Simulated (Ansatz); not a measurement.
Nudged elastic band of GePH6ClO (part 1 of 2)

The run: nudged elastic band of GePH6ClO. Method and program: RKS B3LYP-D4/def2-SVP (Ansatz 0.2.0).

The run did not end well. It belongs to a series of runs on one base structure; here: band between the two ends.

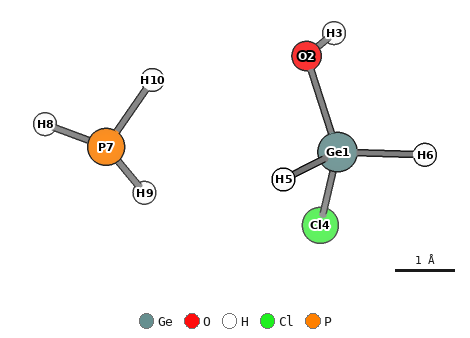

Fig. 1: The input geometry (ball-and-stick view, seen on its broad side; atoms are numbered from 1 in the order of the input). Sticks mark near contacts. Bond lengths as drawn: Cl–Ge 2.18 Å, Ge–H 1.53 to 1.54 Å, Ge–O 1.78 Å, H–O 0.97 Å and H–P 1.43 Å.

## The input
```yaml
crystal:
  periodic: [false, false, false]
  atoms:
    - { symbol: Ge, position_ang: [-0.483581, -0.270244, -0.136611] }
    - { symbol: O, position_ang: [-0.473465, -0.216338, 1.641085] }
    - { symbol: H, position_ang: [-0.263007, -1.06709, 2.049667] }
    - { symbol: Cl, position_ang: [1.480362, -0.915294, -0.838537] }
    - { symbol: H, position_ang: [-0.723293, 1.175035, -0.577609] }
    - { symbol: H, position_ang: [-1.495216, -1.304063, -0.66271] }
    - { symbol: P, position_ang: [1.691112, 2.845919, 1.076364] }
    - { symbol: H, position_ang: [2.796776, 3.154489, 1.928641] }
    - { symbol: H, position_ang: [2.40197, 1.818602, 0.381824] }
    - { symbol: H, position_ang: [1.113144, 1.922985, 2.000686] }
basis:
  gaussian: { orbitals: def2-SVP }
hamiltonian:
  xc: b3lyp
  dispersion: d4
neb:
  order_check: false
  images: 7
  f_tol: 0.03
  max_iterations: 60
  final_atoms:
    - { symbol: Ge, position_ang: [0.34547331, 0.36820327, -0.59470081] }
    - { symbol: O, position_ang: [0.01151765, 0.17596229, 2.85488778] }
    - { symbol: H, position_ang: [-0.95014482, 0.09062313, 2.79568629] }
    - { symbol: Cl, position_ang: [1.86326756, -0.48539823, -1.92849862] }
    - { symbol: H, position_ang: [-0.71969166, 1.00225362, -1.51375363] }
    - { symbol: H, position_ang: [-0.24726347, -0.80291435, 0.20401041] }
    - { symbol: P, position_ang: [1.25929775, 2.02179647, 0.76684789] }
    - { symbol: H, position_ang: [2.31042897, 1.17924398, 1.23157836] }
    - { symbol: H, position_ang: [2.04037054, 2.58774001, -0.28960754] }
    - { symbol: H, position_ang: [0.13154617, 1.00649083, 3.33634987] }
  initial_path:
    images:
      - { positions_ang: [[-0.483581, -0.270244, -0.136611], [-0.473465, -0.216338, 1.641085], [-0.263007, -1.06709, 2.049667], [1.480362, -0.915294, -0.838537], [-0.723293, 1.175035, -0.577609], [-1.495216, -1.304063, -0.66271], [1.691112, 2.845919, 1.076364], [2.796776, 3.154489, 1.928641], [2.40197, 1.818602, 0.381824], [1.113144, 1.922985, 2.000686]] }
      - { positions_ang: [[-0.36950556, -0.19831926, -0.10079469], [-0.36465882, -0.15028539, 1.76241567], [-0.43749711, -0.84743247, 2.15279196], [1.62726883, -0.70773684, -0.8090093], [-0.71703618, 1.2076634, -0.56609648], [-1.32379265, -1.28338515, -0.6210011], [1.61943558, 2.6345241, 1.00629753], [2.71561568, 2.74664932, 1.84684555], [2.2844103, 2.03469217, 0.20339279], [1.01056195, 1.70763112, 1.98795806]] }
      - { positions_ang: [[-0.25543012, -0.12639451, -0.06497837], [-0.25585263, -0.08423277, 1.88374635], [-0.61198722, -0.62777495, 2.25591692], [1.77417565, -0.50017967, -0.7794816], [-0.71077937, 1.2402918, -0.55458397], [-1.15236931, -1.26270731, -0.57929219], [1.54775915, 2.42312919, 0.93623107], [2.63445536, 2.33880965, 1.7650501], [2.16685059, 2.25078234, 0.02496159], [0.9079799, 1.49227724, 1.97523012]] }
      - { positions_ang: [[-0.14135469, -0.05446977, -0.02916206], [-0.14704645, -0.01818016, 2.00507702], [-0.78647733, -0.40811742, 2.35904188], [1.92108248, -0.29262251, -0.74995391], [-0.70452255, 1.27292019, -0.54307145], [-0.98094596, -1.24202946, -0.53758329], [1.47608273, 2.21173429, 0.8661646], [2.55329503, 1.93096997, 1.68325465], [2.04929089, 2.4668725, -0.15346962], [0.80539785, 1.27692337, 1.96250217]] }
      - { positions_ang: [[-0.02727925, 0.01745497, 0.00665425], [-0.03824027, 0.04787246, 2.12640769], [-0.96096744, -0.1884599, 2.46216684], [2.06798931, -0.08506534, -0.72042621], [-0.69826573, 1.30554859, -0.53155894], [-0.80952262, -1.22135162, -0.49587438], [1.40440631, 2.00033938, 0.79609813], [2.47213471, 1.52313029, 1.6014592], [1.93173119, 2.68296267, -0.33190082], [0.70281579, 1.06156949, 1.94977423]] }
      - { positions_ang: [[0.06590889, 0.10514204, -0.14368451], [-0.02580079, 0.07989491, 2.30852771], [-0.95826179, -0.11868914, 2.5455467], [2.01680887, -0.18514856, -1.02244431], [-0.70362221, 1.22972485, -0.77710761], [-0.66895783, -1.1167423, -0.32090318], [1.36812917, 2.00570365, 0.78878557], [2.43170828, 1.43715872, 1.50898899], [1.95889102, 2.65915701, -0.3213275], [0.55999839, 1.04779982, 2.29641814]] }
      - { positions_ang: [[0.15909703, 0.19282912, -0.29402328], [-0.01336131, 0.11191737, 2.49064774], [-0.95555613, -0.04891839, 2.62892656], [1.96562843, -0.28523179, -1.32446242], [-0.7089787, 1.15390111, -1.02265629], [-0.52839304, -1.01213299, -0.14593199], [1.33185203, 2.01106792, 0.78147301], [2.39128184, 1.35118714, 1.41651878], [1.98605086, 2.63535134, -0.31075418], [0.41718098, 1.03403016, 2.64306205]] }
      - { positions_ang: [[0.25228517, 0.28051619, -0.44436204], [-0.00092183, 0.14393983, 2.67276776], [-0.95285047, 0.02085237, 2.71230642], [1.91444799, -0.38531501, -1.62648052], [-0.71433518, 1.07807736, -1.26820496], [-0.38782825, -0.90752367, 0.02903921], [1.29557489, 2.01643219, 0.77416045], [2.35085541, 1.26521556, 1.32404857], [2.0132107, 2.61154567, -0.30018086], [0.27436357, 1.0202605, 2.98970596]] }
      - { positions_ang: [[0.34547331, 0.36820327, -0.59470081], [0.01151765, 0.17596229, 2.85488778], [-0.95014482, 0.09062313, 2.79568629], [1.86326756, -0.48539823, -1.92849862], [-0.71969166, 1.00225362, -1.51375363], [-0.24726347, -0.80291435, 0.20401041], [1.25929775, 2.02179647, 0.76684789], [2.31042897, 1.17924398, 1.23157836], [2.04037054, 2.58774001, -0.28960754], [0.13154617, 1.00649083, 3.33634987]] }
```

Launch command:
```bash
ansatz run input.yaml --threads 4 --pin off --max-ram 5120MiB --backend cpu --events-out ev --progress --plain --runs-dir out
```

## Output
```
Engine: ansatz 0.2.0, x86_64-unknown-linux-gnu
Functional definition: B3LYP
  parameter a0 = 0.2
  parameter ax = 0.72
  parameter ac = 0.81
  exchange = (1 - a0 - ax)*slater_x + ax*b88_x + a0*exact_x
  correlation = (1 - ac)*vwn_rpa_c + ac*lyp_c
1155 factors; integrals over basis functions are off by at most 3.5e-4 eV
mean field evaluation 1: about -80457.3537 eV, gradient 5.4e1 eV
mean field evaluation 2: about -80439.1098 eV, gradient 1.1e2 eV
mean field evaluation 4: about -80462.2704 eV, gradient 5.0e0 eV
mean field evaluation 8: about -80462.3291 eV, gradient 3.3e-2 eV
mean field -80462.32906093 eV, -2956.9360536637 hartree, gradient 3.2e-5 eV, S^2 0.000000; 0 other end points of the search recorded, 0 dependent functions left out
the calculation of the forces begins
reference -80462.32932749 eV, -2956.9360634595 hartree; 39, 39 occupied and 73, 73 virtual orbitals, 1155 factors
1155 factors; integrals over basis functions are off by at most 1.1e-3 eV
mean field evaluation 16: about -80457.8127 eV, gradient 5.1e1 eV
mean field -80462.18187588 eV, -2956.9306447127 hartree, gradient 3.2e-5 eV, S^2 0.000000; 0 other end points of the search recorded, 0 dependent functions left out
[... from here on the field's lines of each further geometry are left out, up to the last ...]
NEB iter   1: max|band force component| = 1.865e1 eV/Å  barrier→ = 5.7618 eV  barrier← = 5.6371 eV  Δτ_max = 0.2000 Å  (239 SCF iters)
NEB iter   2: max|band force component| = 6.223e0 eV/Å  barrier→ = 3.2275 eV  barrier← = 3.1028 eV  Δτ_max = 0.2000 Å  (211 SCF iters)
NEB iter   3: max|band force component| = 3.034e0 eV/Å  barrier→ = 2.3937 eV  barrier← = 2.2690 eV  Δτ_max = 0.1984 Å  (202 SCF iters)
NEB iter   4: max|band force component| = 1.182e0 eV/Å  barrier→ = 2.0850 eV  barrier← = 1.9603 eV  Δτ_max = 0.1786 Å  (197 SCF iters)
NEB iter   5: max|band force component| = 1.074e0 eV/Å  barrier→ = 1.9374 eV  barrier← = 1.8127 eV  Δτ_max = 0.1425 Å  (190 SCF iters)
NEB iter   6: max|band force component| = 1.306e0 eV/Å  barrier→ = 1.7760 eV  barrier← = 1.6514 eV  Δτ_max = 0.0708 Å  (188 SCF iters)
NEB iter   7: max|band force component| = 1.357e0 eV/Å  barrier→ = 1.6341 eV  barrier← = 1.5094 eV  Δτ_max = 0.0354 Å  (185 SCF iters)
NEB iter   8: max|band force component| = 1.022e0 eV/Å  barrier→ = 1.5774 eV  barrier← = 1.4527 eV  Δτ_max = 0.0356 Å  (176 SCF iters)
NEB iter   9: max|band force component| = 5.910e-1 eV/Å  barrier→ = 1.5418 eV  barrier← = 1.4171 eV  Δτ_max = 0.0705 Å  (178 SCF iters)
NEB iter  10: max|band force component| = 5.957e-1 eV/Å  barrier→ = 1.5829 eV  barrier← = 1.4582 eV  CI = image 5  Δτ_max = 0.0707 Å  (178 SCF iters)
NEB iter  11: max|band force component| = 4.512e-1 eV/Å  barrier→ = 1.7082 eV  barrier← = 1.5835 eV  CI = image 5  Δτ_max = 0.0714 Å  (187 SCF iters)
NEB iter  12: max|band force component| = 4.323e-1 eV/Å  barrier→ = 1.8004 eV  barrier← = 1.6757 eV  CI = image 5  Δτ_max = 0.0720 Å  (187 SCF iters)
NEB iter  13: max|band force component| = 3.214e-1 eV/Å  barrier→ = 1.9161 eV  barrier← = 1.7914 eV  CI = image 5  Δτ_max = 0.1429 Å  (188 SCF iters)
NEB iter  14: max|band force component| = 2.480e-1 eV/Å  barrier→ = 1.9486 eV  barrier← = 1.8239 eV  CI = image 5  Δτ_max = 0.0715 Å  (188 SCF iters)
NEB iter  15: max|band force component| = 2.143e-1 eV/Å  barrier→ = 1.9430 eV  barrier← = 1.8183 eV  CI = image 5  Δτ_max = 0.0708 Å  (185 SCF iters)
NEB iter  16: max|band force component| = 2.325e-1 eV/Å  barrier→ = 1.9373 eV  barrier← = 1.8126 eV  CI = image 5  Δτ_max = 0.0719 Å  (184 SCF iters)
NEB iter  17: max|band force component| = 1.976e-1 eV/Å  barrier→ = 1.9381 eV  barrier← = 1.8134 eV  CI = image 5  Δτ_max = 0.0708 Å  (184 SCF iters)
NEB iter  18: max|band force component| = 1.379e-1 eV/Å  barrier→ = 1.9397 eV  barrier← = 1.8151 eV  CI = image 5  Δτ_max = 0.0708 Å  (183 SCF iters)
NEB iter  19: max|band force component| = 2.007e-1 eV/Å  barrier→ = 1.9376 eV  barrier← = 1.8129 eV  CI = image 5  Δτ_max = 0.0352 Å  (181 SCF iters)
NEB iter  20: max|band force component| = 1.956e-1 eV/Å  barrier→ = 1.9367 eV  barrier← = 1.8120 eV  CI = image 5  Δτ_max = 0.0354 Å  (180 SCF iters)
NEB iter  21: max|band force component| = 1.336e-1 eV/Å  barrier→ = 1.9365 eV  barrier← = 1.8118 eV  CI = image 5  Δτ_max = 0.0353 Å  (172 SCF iters)
NEB iter  22: max|band force component| = 9.332e-2 eV/Å  barrier→ = 1.9363 eV  barrier← = 1.8116 eV  CI = image 5  Δτ_max = 0.0353 Å  (168 SCF iters)
NEB iter  23: max|band force component| = 4.827e-2 eV/Å  barrier→ = 1.9360 eV  barrier← = 1.8114 eV  CI = image 5  Δτ_max = 0.0353 Å  (170 SCF iters)
NEB iter  24: max|band force component| = 6.155e-2 eV/Å  barrier→ = 1.9359 eV  barrier← = 1.8112 eV  CI = image 5  Δτ_max = 0.0352 Å  (168 SCF iters)
NEB iter  25: max|band force component| = 5.651e-2 eV/Å  barrier→ = 1.9358 eV  barrier← = 1.8111 eV  CI = image 5  Δτ_max = 0.0353 Å  (171 SCF iters)
NEB iter  26: max|band force component| = 6.220e-2 eV/Å  barrier→ = 1.9357 eV  barrier← = 1.8110 eV  CI = image 5  Δτ_max = 0.0355 Å  (173 SCF iters)
NEB iter  27: max|band force component| = 5.569e-2 eV/Å  barrier→ = 1.9356 eV  barrier← = 1.8110 eV  CI = image 5  Δτ_max = 0.0353 Å  (170 SCF iters)
NEB iter  28: max|band force component| = 6.354e-2 eV/Å  barrier→ = 1.9356 eV  barrier← = 1.8109 eV  CI = image 5  Δτ_max = 0.0176 Å  (172 SCF iters)
NEB iter  29: max|band force component| = 6.081e-2 eV/Å  barrier→ = 1.9356 eV  barrier← = 1.8109 eV  CI = image 5  Δτ_max = 0.0177 Å  (168 SCF iters)
NEB iter  30: max|band force component| = 5.808e-2 eV/Å  barrier→ = 1.9356 eV  barrier← = 1.8109 eV  CI = image 5  Δτ_max = 0.0353 Å  (165 SCF iters)
NEB iter  31: max|band force component| = 5.355e-2 eV/Å  barrier→ = 1.9356 eV  barrier← = 1.8109 eV  CI = image 5  Δτ_max = 0.0706 Å  (165 SCF iters)
NEB iter  32: max|band force component| = 5.238e-2 eV/Å  barrier→ = 1.9356 eV  barrier← = 1.8109 eV  CI = image 5  Δτ_max = 0.0353 Å  (166 SCF iters)
NEB iter  33: max|band force component| = 4.649e-2 eV/Å  barrier→ = 1.9355 eV  barrier← = 1.8109 eV  CI = image 5  Δτ_max = 0.0353 Å  (169 SCF iters)
NEB iter  34: max|band force component| = 5.323e-2 eV/Å  barrier→ = 1.9355 eV  barrier← = 1.8109 eV  CI = image 5  Δτ_max = 0.0176 Å  (164 SCF iters)
NEB iter  35: max|band force component| = 5.207e-2 eV/Å  barrier→ = 1.9355 eV  barrier← = 1.8109 eV  CI = image 5  Δτ_max = 0.0176 Å  (166 SCF iters)
NEB iter  36: max|band force component| = 4.969e-2 eV/Å  barrier→ = 1.9355 eV  barrier← = 1.8109 eV  CI = image 5  Δτ_max = 0.0176 Å  (163 SCF iters)
NEB iter  37: max|band force component| = 4.878e-2 eV/Å  barrier→ = 1.9355 eV  barrier← = 1.8109 eV  CI = image 5  Δτ_max = 0.0176 Å  (164 SCF iters)
NEB iter  38: max|band force component| = 4.756e-2 eV/Å  barrier→ = 1.9355 eV  barrier← = 1.8109 eV  CI = image 5  Δτ_max = 0.0353 Å  (162 SCF iters)
NEB iter  39: max|band force component| = 4.962e-2 eV/Å  barrier→ = 1.9355 eV  barrier← = 1.8109 eV  CI = image 5  Δτ_max = 0.0352 Å  (167 SCF iters)
NEB iter  40: max|band force component| = 4.932e-2 eV/Å  barrier→ = 1.9355 eV  barrier← = 1.8109 eV  CI = image 5  Δτ_max = 0.0176 Å  (165 SCF iters)
NEB iter  41: max|band force component| = 5.217e-2 eV/Å  barrier→ = 1.9355 eV  barrier← = 1.8109 eV  CI = image 5  Δτ_max = 0.0088 Å  (166 SCF iters)
NEB iter  42: max|band force component| = 4.868e-2 eV/Å  barrier→ = 1.9355 eV  barrier← = 1.8109 eV  CI = image 5  Δτ_max = 0.0088 Å  (159 SCF iters)
NEB iter  43: max|band force component| = 4.656e-2 eV/Å  barrier→ = 1.9355 eV  barrier← = 1.8109 eV  CI = image 5  Δτ_max = 0.0088 Å  (156 SCF iters)
NEB iter  44: max|band force component| = 4.933e-2 eV/Å  barrier→ = 1.9355 eV  barrier← = 1.8109 eV  CI = image 5  Δτ_max = 0.0176 Å  (151 SCF iters)
NEB iter  45: max|band force component| = 4.455e-2 eV/Å  barrier→ = 1.9355 eV  barrier← = 1.8109 eV  CI = image 5  Δτ_max = 0.0353 Å  (164 SCF iters)
NEB iter  46: max|band force component| = 8.689e-2 eV/Å  barrier→ = 1.9355 eV  barrier← = 1.8109 eV  CI = image 5  Δτ_max = 0.0176 Å  (161 SCF iters)
NEB iter  47: max|band force component| = 6.521e-2 eV/Å  barrier→ = 1.9355 eV  barrier← = 1.8109 eV  CI = image 5  Δτ_max = 0.0176 Å  (167 SCF iters)
NEB iter  48: max|band force component| = 5.864e-2 eV/Å  barrier→ = 1.9355 eV  barrier← = 1.8109 eV  CI = image 5  Δτ_max = 0.0176 Å  (165 SCF iters)
NEB iter  49: max|band force component| = 4.705e-2 eV/Å  barrier→ = 1.9355 eV  barrier← = 1.8109 eV  CI = image 5  Δτ_max = 0.0354 Å  (167 SCF iters)
NEB iter  50: max|band force component| = 2.653e-1 eV/Å  barrier→ = 1.9355 eV  barrier← = 1.8109 eV  CI = image 5  Δτ_max = 0.0176 Å  (164 SCF iters)
NEB iter  51: max|band force component| = 6.473e-2 eV/Å  barrier→ = 1.9355 eV  barrier← = 1.8109 eV  CI = image 5  Δτ_max = 0.0353 Å  (169 SCF iters)
NEB iter  52: max|band force component| = 6.211e-2 eV/Å  barrier→ = 1.9355 eV  barrier← = 1.8109 eV  CI = image 5  Δτ_max = 0.0353 Å  (172 SCF iters)
NEB iter  53: max|band force component| = 5.325e-2 eV/Å  barrier→ = 1.9355 eV  barrier← = 1.8109 eV  CI = image 5  Δτ_max = 0.0354 Å  (171 SCF iters)
NEB iter  54: max|band force component| = 1.604e-1 eV/Å  barrier→ = 1.9355 eV  barrier← = 1.8109 eV  CI = image 5  Δτ_max = 0.0176 Å  (163 SCF iters)
NEB iter  55: max|band force component| = 6.509e-2 eV/Å  barrier→ = 1.9355 eV  barrier← = 1.8109 eV  CI = image 5  Δτ_max = 0.0353 Å  (159 SCF iters)
NEB iter  56: max|band force component| = 6.693e-2 eV/Å  barrier→ = 1.9355 eV  barrier← = 1.8109 eV  CI = image 5  Δτ_max = 0.0353 Å  (161 SCF iters)
NEB iter  57: max|band force component| = 1.352e-1 eV/Å  barrier→ = 1.9355 eV  barrier← = 1.8109 eV  CI = image 5  Δτ_max = 0.0176 Å  (163 SCF iters)
NEB iter  58: max|band force component| = 8.261e-2 eV/Å  barrier→ = 1.9355 eV  barrier← = 1.8109 eV  CI = image 5  Δτ_max = 0.0354 Å  (161 SCF iters)
NEB iter  59: max|band force component| = 3.567e-1 eV/Å  barrier→ = 1.9355 eV  barrier← = 1.8109 eV  CI = image 5  Δτ_max = 0.0176 Å  (155 SCF iters)
the calculation of the forces begins
reference -80462.16115671 eV, -2956.9298832973 hartree; 39, 39 occupied and 73, 73 virtual orbitals, 1155 factors
these checks for a lower state are left out or cut short: starts, cluster_reference, orbital_swaps, neighbouring_geometries, increment
1157 factors; integrals over basis functions are off by at most 9.4e-4 eV
mean field -80462.25128983 eV, -2956.9331956284 hartree, gradient 4.5e-5 eV, S^2 0.000000; 0 other end points of the search recorded, 0 dependent functions left out
the calculation of the forces begins
reference -80462.25155210 eV, -2956.9332052667 hartree; 39, 39 occupied and 73, 73 virtual orbitals, 1157 factors
NEB iter  60: max|band force component| = 7.593e-2 eV/Å  barrier→ = 1.9355 eV  barrier← = 1.8109 eV  CI = image 5  Δτ_max = 0.0353 Å  (162 SCF iters)
```
